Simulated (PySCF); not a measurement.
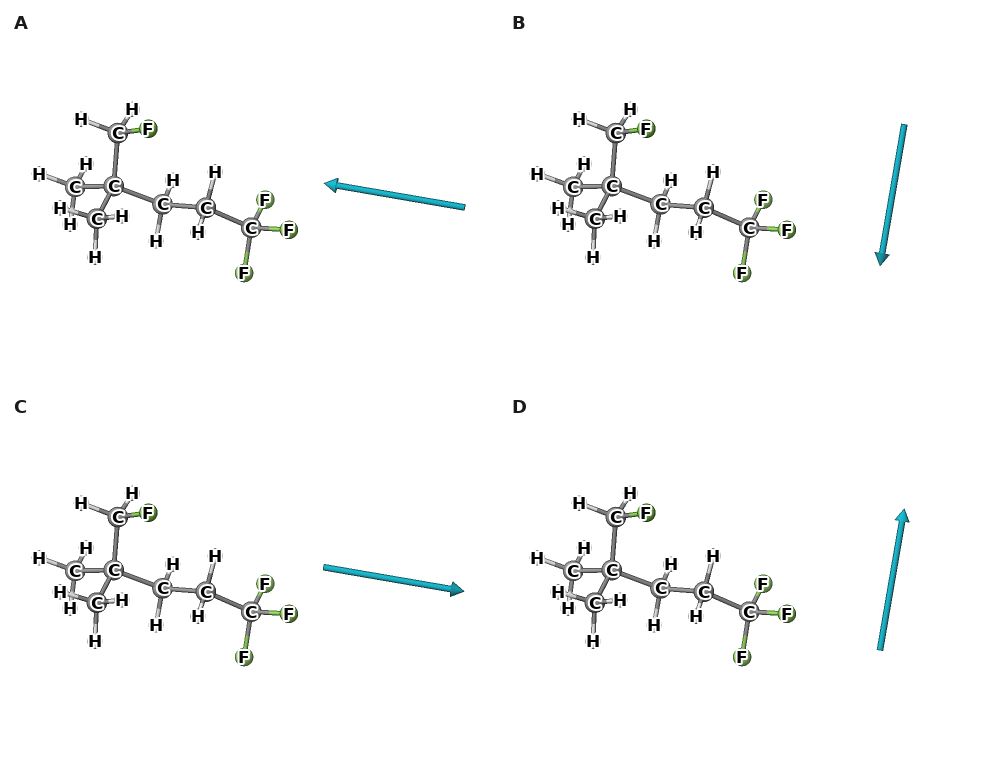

The same molecule four times, each with an arrow. The computed structure is the end point of a PBE0-D3(BJ)/def2-SVP optimisation. No frequency run is at hand to confirm it as a minimum. Method: PBE0/pcSseg-1 in cyclohexane (IEF-PCM) (PySCF 2.14.0).

### Which arrow points along the dipole moment, from the negative to the positive end?

A. The dipole moment is 3.54 D.
